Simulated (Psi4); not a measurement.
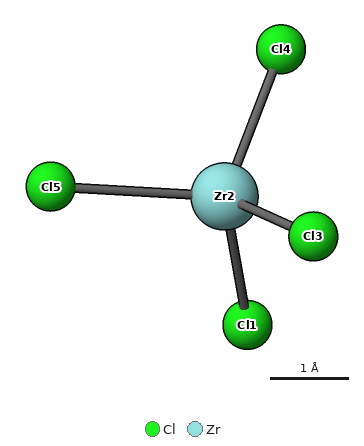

**Figure 1.** The structure as given in the input (ball-and-stick view, seen at a tilt; atoms are numbered from 1 in the order of the input). Sticks mark near contacts.

Geometry relaxation of ZrCl$_{4}$ (part 1 of 4)

ZrCl$_{4}$, computed with PBE/def2-SVP, RKS, dispersion D4, core potentials def2 (Psi4 1.11).

The geometry comes from this level: GFN2-xTB, rattled.

The program's output
```
Psi4 1.11 release

gradient() will perform analytic gradient computation.

   => Loading Basis Set <=

    Name: DEF2-SVP
    Role: ORBITAL
    Keyword: BASIS

    !!!  WARNING: ECP capability is in beta. Please check occupations closely.  !!!

   => PBE-D4(BJ,EEQ)ATM: Empirical Dispersion <=

        a1 =       0.385750
        a2 =       4.806885
       alp =      16.000000
        s6 =       1.000000
        s8 =       0.959481
        s9 =       1.000000
        ga =       3.000000
        gc =       2.000000
        wf =       6.000000

         ---------------------------------------------------------
                                   SCF
                              RKS Reference
                        2 Threads,   5245 MiB Core
         ---------------------------------------------------------

  ==> Geometry <==

    Molecular point group: c1
    Full point group: C1

    Geometry (in Angstrom), charge = 0, multiplicity = 1:

       Center              X                  Y                   Z               Mass
    ------------   -----------------  -----------------  -----------------  -----------------
         CL          -0.116113352504    -0.236044520364     2.223294958680    34.968852682000
         ZR          -0.032259352504    -0.005234520364    -0.002595041320    89.904697700000
         CL           1.484769647496    -1.465534520364    -0.825638041320    34.968852682000
         CL          -1.962086352504    -0.405301520364    -0.900251041320    34.968852682000
         CL           0.676368647496     2.120338479636    -0.490734041320    34.968852682000

  Running in c1 symmetry.

  Rotational constants: A =      0.03656  B =      0.03604  C =      0.03552 [cm^-1]
  Rotational constants: A =   1096.08648  B =   1080.32735  C =   1064.83541 [MHz]
  Nuclear repulsion =  443.800761617766227

  Charge       = 0
  Multiplicity = 1
  Electrons    = 80
  Nalpha       = 40
  Nbeta        = 40

  ==> Algorithm <==

  SCF Algorithm Type is DF.
  DIIS enabled.
  MOM disabled.
  Fractional occupation disabled.
  Guess Type is SAD.
  Energy threshold   = 1.00e-08
  Density threshold  = 1.00e-08
  Integral threshold = 1.00e-12

  ==> Primary Basis <==

  Basis Set: DEF2-SVP
    Blend: DEF2-SVP
    Number of shells: 43
    Number of basis functions: 103
    Number of Cartesian functions: 112
    Spherical Harmonics?: true
    Max angular momentum: 3

  Core potential: DEF2-SVP
    Number of shells: 4
    Number of ECP primitives: 14
    Number of ECP core electrons: 28
    Max angular momentum: 3

  ==> DFT Potential <==

   => LibXC <=

    Version 7.1.2

   => Composite Functional: PBE-D4BJEEQATM <=

    PBE GGA Exchange-Correlation Functional

    Deriv               =              1
    GGA                 =           TRUE
    Meta                =          FALSE

    Exchange Hybrid     =          FALSE
    MP2 Hybrid          =          FALSE

   => Exchange Functionals <=

    1.0000     XC_GGA_X_PBE

   => Correlation Functionals <=

    1.0000     XC_GGA_C_PBE

   => LibXC Density Thresholds  <==

    XC_GGA_C_PBE:  1.00E-12
    XC_GGA_X_PBE:  1.00E-15

   => Molecular Quadrature <=

    Radial Scheme          =       TREUTLER
    Pruning Scheme         =           NONE
    Nuclear Scheme         =       TREUTLER

    Blocking Scheme        =         OCTREE
    BS radius alpha        =              1
    Pruning alpha          =              1
    Radial Points          =             75
    Spherical Points       =            302
    Total Points           =         108749
    Total Blocks           =            944
    Max Points             =            256
    Max Functions          =             91
    Weights Tolerance      =       1.00E-15

   => Loading Basis Set <=

    Name: (DEF2-SVP AUX)
    Role: JKFIT
    Keyword: DF_BASIS_SCF

  ==> Integral Setup <==

  DFHelper Memory: AOs need 0.065 GiB; user supplied 3.626 GiB.
  SCF_SUBTYPE=INCORE selected. In-core MEM_DF algorithm will be used.
  Using in-core AOs.

  ==> MemDFJK: Density-Fitted J/K Matrices <==

    J tasked:                   Yes
    K tasked:                    No
    wK tasked:                   No
    Memory [MiB]:              3712
    Algorithm:                 Core
    Schwarz Cutoff:           1E-12
    Mask sparsity (%):       5.0712
    Fitting Condition:        1E-10

   => Auxiliary Basis Set <=

  Basis Set: (DEF2-SVP AUX)
    Blend: DEF2-UNIVERSAL-JKFIT
    Number of shells: 201
    Number of basis functions: 767
    Number of Cartesian functions: 1004
    Spherical Harmonics?: true
    Max angular momentum: 6

  Cached 100.0% of DFT collocation blocks in 0.216 [GiB].

  Minimum eigenvalue in the overlap matrix is 1.1520312370E-02.
  Reciprocal condition number of the overlap matrix is 2.9744114317E-03.
    Using symmetric orthogonalization.

  ==> Pre-Iterations <==

  SCF Guess: Superposition of Atomic Densities via on-the-fly atomic UHF (no occupation information).

   -------------------------
    Irrep   Nso     Nmo
   -------------------------
     A        103     103
   -------------------------
    Total     103     103
   -------------------------

  ==> Iterations <==

                           Total Energy        Delta E     RMS |[F,P]|

   @DF-RKS iter SAD: -1886.43373497239372   -1.88643e+03   0.00000e+00
   @DF-RKS iter   1: -1886.71149343737670   -2.77758e-01   5.15818e-03 DIIS/ADIIS
   @DF-RKS iter   2: -1886.74334590676222   -3.18525e-02   4.53725e-03 DIIS/ADIIS
   @DF-RKS iter   3: -1886.84507976604164   -1.01734e-01   1.28214e-03 DIIS/ADIIS
   @DF-RKS iter   4: -1886.85481810459078   -9.73834e-03   2.99783e-04 DIIS/ADIIS
   @DF-RKS iter   5: -1886.85522979165899   -4.11687e-04   1.50005e-04 DIIS/ADIIS
   @DF-RKS iter   6: -1886.85538956379287   -1.59772e-04   9.18303e-06 DIIS
   @DF-RKS iter   7: -1886.85538997392950   -4.10137e-07   3.27436e-06 DIIS
   @DF-RKS iter   8: -1886.85539002560336   -5.16739e-08   7.56658e-07 DIIS
   @DF-RKS iter   9: -1886.85539002868836   -3.08501e-09   2.04513e-07 DIIS
   @DF-RKS iter  10: -1886.85539002896758   -2.79215e-10   5.79340e-08 DIIS
   @DF-RKS iter  11: -1886.85539002899031   -2.27374e-11   6.54141e-09 DIIS
  Energy and wave function converged.

  ==> Post-Iterations <==

   Electrons on quadrature grid:
      Ntotal   =   80.0000106260 ; deviation = 1.063e-05

    Orbital Energies [Eh]
    ---------------------

    Doubly Occupied:

       1A   -100.665270     2A   -100.655719     3A   -100.652942
       4A   -100.649128     5A     -9.205168     6A     -9.193772
       7A     -9.190503     8A     -9.186035     9A     -7.029461
      10A     -7.027731    11A     -7.027682    12A     -7.018450
      13A     -7.016450    14A     -7.016328    15A     -7.015315
      16A     -7.013190    17A     -7.013062    18A     -7.011013
      19A     -7.008716    20A     -7.008630    21A     -2.054044
      22A     -1.239128    23A     -1.233993    24A     -1.232075
      25A     -0.766358    26A     -0.751428    27A     -0.746067
      28A     -0.741149    29A     -0.370137    30A     -0.361935
      31A     -0.358690    32A     -0.356108    33A     -0.348540
      34A     -0.347067    35A     -0.325182    36A     -0.323097
      37A     -0.319719    38A     -0.305740    39A     -0.302515
      40A     -0.299512

    Virtual:

      41A     -0.103828    42A     -0.103191    43A     -0.068727
      44A     -0.066668    45A     -0.064290    46A     -0.028958
      47A      0.023505    48A      0.023634    49A      0.023917
      50A      0.131830    51A      0.161131    52A      0.163046
      53A      0.168739    54A      0.207332    55A      0.208823
      56A      0.295618    57A      0.301519    58A      0.317746
      59A      0.502290    60A      0.507482    61A      0.512240
      62A      0.519059    63A      0.565071    64A      0.571181
      65A      0.572655    66A      0.601964    67A      0.604061
      68A      0.605935    69A      0.644576    70A      0.678796
      71A      0.679663    72A      0.688504    73A      0.690634
      74A      0.693071    75A      0.709638    76A      0.710392
      77A      0.715292    78A      0.717660    79A      0.720066
      80A      0.778175    81A      0.779729    82A      0.782094
      83A      0.828441    84A      0.829631    85A      0.830334
      86A      0.943205    87A      0.946901    88A      0.952941
      89A      1.070800    90A      1.080459    91A      1.085648
      92A      1.090537    93A      1.100643    94A      1.103479
      95A      1.107296    96A      1.111023    97A      1.117495
      98A      1.184716    99A      1.216061   100A      1.219211
     101A      1.241613   102A      1.569754   103A     33.142880

    Final Occupation by Irrep:
              A
    DOCC [    40 ]
    NA   [    40 ]
    NB   [    40 ]

  @DF-RKS Final Energy: -1886.85539002899031

   => Energetics <=

    Nuclear Repulsion Energy =            443.8007616177662271
    One-Electron Energy =               -3504.9081833333793838
    Two-Electron Energy =                1292.5764065233088331
    DFT Exchange-Correlation Energy =    -118.3157247565952730
    Empirical Dispersion Energy =          -0.0086500800905791
    VV10 Nonlocal Energy =                  0.0000000000000000
    Total Energy =                      -1886.8553900289903140

Computation Completed

Properties will be evaluated at   0.000000,   0.000000,   0.000000 [a0]

Properties computed using the SCF density matrix

 Multipole Moments:

 ------------------------------------------------------------------------------------
     Multipole            Electronic (a.u.)      Nuclear  (a.u.)        Total (a.u.)
 ------------------------------------------------------------------------------------

 L = 1.  Multiply by 2.5417464519 to convert [e a0] to [Debye]
 Dipole X            :         -2.1869859            1.9328947           -0.2540912
 Dipole Y            :         -0.4162327            0.3136385           -0.1025941
 Dipole Z            :         -0.1834502            0.1554880           -0.0279622
 Magnitude           :                                                    0.2754447

 ------------------------------------------------------------------------------------

	total time  =          3 seconds =       0.05 minutes

         ------------------------------------------------------------
                                   SCF GRAD
         ------------------------------------------------------------

  ==> Geometry <==

    Molecular point group: c1
    Full point group: C1

    Geometry (in Angstrom), charge = 0, multiplicity = 1:

       Center              X                  Y                   Z               Mass
    ------------   -----------------  -----------------  -----------------  -----------------
         CL          -0.116113352504    -0.236044520364     2.223294958680    34.968852682000
         ZR          -0.032259352504    -0.005234520364    -0.002595041320    89.904697700000
         CL           1.484769647496    -1.465534520364    -0.825638041320    34.968852682000
         CL          -1.962086352504    -0.405301520364    -0.900251041320    34.968852682000
         CL           0.676368647496     2.120338479636    -0.490734041320    34.968852682000

  Nuclear repulsion =  443.800761617766227

  ==> Basis Set <==

  Basis Set: DEF2-SVP
    Blend: DEF2-SVP
    Number of shells: 43
    Number of basis functions: 103
    Number of Cartesian functions: 112
    Spherical Harmonics?: true
    Max angular momentum: 3

  Core potential: DEF2-SVP
    Number of shells: 4
    Number of ECP primitives: 14
    Number of ECP core electrons: 28
    Max angular momentum: 3

  ==> DFJKGrad: Density-Fitted SCF Gradients <==

    Gradient:                    1
    J tasked:                  Yes
    K tasked:                   No
    wK tasked:                  No
    Integrals threads:           2
    Memory [MiB]:             3933
    Schwarz Cutoff:          1E-12
    Fitting Condition:       1E-10

   => Auxiliary Basis Set <=

  Basis Set: (DEF2-SVP AUX)
    Blend: DEF2-UNIVERSAL-JKFIT
    Number of shells: 201
    Number of basis functions: 767
    Number of Cartesian functions: 1004
    Spherical Harmonics?: true
    Max angular momentum: 6

   => Molecular Quadrature <=

    Radial Scheme          =       TREUTLER
    Pruning Scheme         =           NONE
    Nuclear Scheme         =       TREUTLER

    Blocking Scheme        =         OCTREE
    BS radius alpha        =              1
    Pruning alpha          =              1
    Radial Points          =             75
    Spherical Points       =            302
    Total Points           =         108749
    Total Blocks           =            944
    Max Points             =            256
    Max Functions          =             91
    Weights Tolerance      =       1.00E-15

  -Total Gradient:
     Atom            X                  Y                   Z
    ------   -----------------  -----------------  -----------------
       1        0.003058053051     0.004539039540    -0.038408391532
       2       -0.047067364455    -0.020561198804    -0.007737274963
       3       -0.019269534309     0.019792814521     0.010936899771
       4        0.067515038019     0.013730217570     0.030234890394
       5       -0.004138924970    -0.016980835546     0.004586283268

	total time  =          1 seconds =       0.02 minutes

    			-----------------------------------------

    			 OPTKING 3.0: for geometry optimizations

    			        with contributions from

    			-----------------------------------------

	                            ===> Fragment 1 <==

	 Z (Atomic Numbers)          Masses                          Geom
	      17.000000            34.968853         -0.21942244 -0.44605950  4.20141857
	      40.000000            89.904698         -0.06096134 -0.00989181 -0.00490392
	      17.000000            34.968853          2.80580799 -2.76945887 -1.56022978
	      17.000000            34.968853         -3.70780584 -0.76590887 -1.70122791
	      17.000000            34.968853          1.27815150  4.00685902 -0.92735294

	 - Coordinate -           - BOHR/RAD -       - ANG/DEG -
	 R(1,2)           =         4.231844           2.239395
	 R(2,3)           =         4.272308           2.260808
	 R(2,4)           =         4.092499           2.165657
	 R(2,5)           =         4.333408           2.293141
	 B(1,2,3)         =         1.896953         108.687421
	 B(1,2,4)         =         1.938623         111.074944
	 B(1,2,5)         =         1.895147         108.583912
	 B(3,2,4)         =         1.904689         109.130628
	 B(3,2,5)         =         1.890061         108.292534
	 B(4,2,5)         =         1.937317         111.000107
	 O(1,2,3,4)       =        -0.943544         -54.061092
	 O(1,2,3,5)       =         0.993728          56.936434
	 O(1,2,4,5)       =        -0.928203         -53.182087
	 O(3,2,1,4)       =         0.960997          55.061078
	 O(3,2,1,5)       =        -0.996340         -57.086087
	 O(3,2,4,5)       =         0.968624          55.498085
	 O(4,2,1,3)       =        -0.939903         -53.852458
	 O(4,2,1,5)       =         0.908342          52.044153
	 O(4,2,3,5)       =        -0.944695         -54.127029
	 O(5,2,1,3)       =         0.997282          57.140072
	 O(5,2,1,4)       =        -0.928874         -53.220564
	 O(5,2,3,4)       =         0.951596          54.522438
```
